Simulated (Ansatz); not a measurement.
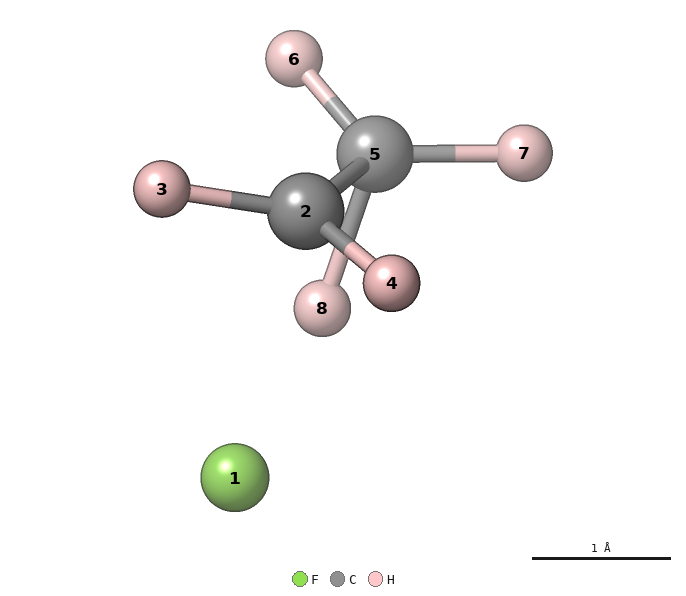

Simulated data, not a measurement (program: Ansatz).

Orthographic view. Atoms fade into the background with distance from the viewer. Geometry: start.

List all interatomic distances (Å) as a matrix.

```
atom    F1    C2    H3    H4    C5    H6    H7    H8
  F1  0.00                                          
  C2  2.26  0.00                                    
  H3  2.53  1.09  0.00                              
  H4  2.53  1.09  1.86  0.00                        
  C5  2.57  1.39  2.17  2.17  0.00                  
  H6  3.18  2.15  2.50  3.12  1.09  0.00            
  H7  3.18  2.15  3.12  2.50  1.09  1.86  0.00      
  H8  1.47  1.68  2.31  2.31  1.22  1.85  1.85  0.00
```
